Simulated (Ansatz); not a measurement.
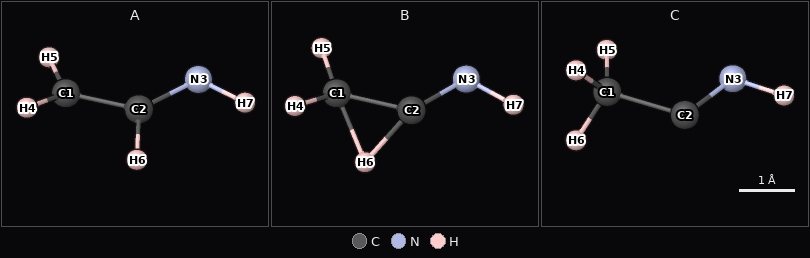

3 geometries from a converged minimum-energy path of C₂H₄N (charge −1), shuffled. The picture is a ball-and-stick view, seen from a free direction.

Theory: UKS B3LYP-D4/def2-SVP (Ansatz). Set-up: 5 movable images; climbing image; force threshold 0.05 eV/Å; iteration limit 60; starting path through a guess of the saddle point.

Q: Which of them lies highest in energy?

A: B. In order along the path, whose images run from 0 to 6: C (image 0, 0.0 kcal/mol), B (image 3, +39.5 kcal/mol), A (image 5, −15.8 kcal/mol). A hydrogen atom shifts from one atom to another. Breaking: C1–H6 (1.11 → 1.37 at the top → 2.09 Å). Forming: C2–H6 (2.20 → 1.34 at the top → 1.13 Å).

Limits of the set-up: the basis has no diffuse functions, which an anion needs.

The run took 92 s on 1 thread of Arm Neoverse V1, with other jobs on the host, peak memory 0.14 GiB.
